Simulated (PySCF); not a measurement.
System: C₇H₉BF₂.

```xyz
19

F     0.8750    0.2645   -1.9461
B     0.4481    0.0954   -0.6940
C    -1.0816    0.1038   -0.4631
C    -2.1682    0.1850   -1.2556
C    -3.1709    0.0269   -0.1540
C    -1.9419    0.0100    0.7862
F    -1.8011   -1.1308    1.5372
C     1.4950   -0.0913    0.4327
C     2.8086    0.6752    0.3730
C     2.8137   -0.7834    0.1224
H    -2.2961    0.3260   -2.3134
H    -3.8760    0.8446   -0.0081
H    -3.7093   -0.9193   -0.1647
H    -1.8646    0.8527    1.4789
H     1.1197   -0.2659    1.4343
H     2.9566    1.3385   -0.4656
H     3.2047    1.0484    1.3053
H     3.2138   -1.4436    0.8766
H     2.9647   -1.1275   -0.8894
```

Geometry: GFN2-xTB.

Level of theory: PySCF 2.14.0, PBE0/pcSseg-1, SCF density, gas phase, non-relativistic.

What will maps of the electron density and electron localisation function show?

B–F (1.33 Å): the density is about 2.1 e/Å³ at the midpoint; the ELF peaks at about 0.85 between the atoms, as expected for a polar covalent bond.
C–C (1.35 Å): ρ is about 2.2 e/Å³ halfway; the ELF peaks at about 0.90 between the atoms, as expected for localised, covalent bonding.
C–B (1.55 Å): the density is about 1.5 e/Å³ at the midpoint; the ELF peaks at about 1 between the atoms (localised, covalent bonding).
C–H (1.07 Å): ρ at the midpoint is about 2.1 e/Å³; the ELF climbs to about 1 towards the hydrogen, as it does in any bond to H; an ordinary covalent bond to hydrogen.

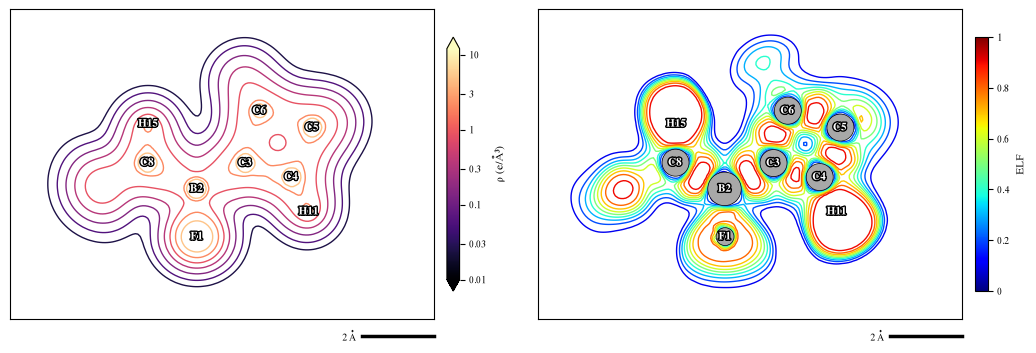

Computed electron density and electron localisation function on the plane of atoms B2, C8 and H15, in this order. Grey discs cover the atomic cores in the ELF map. 
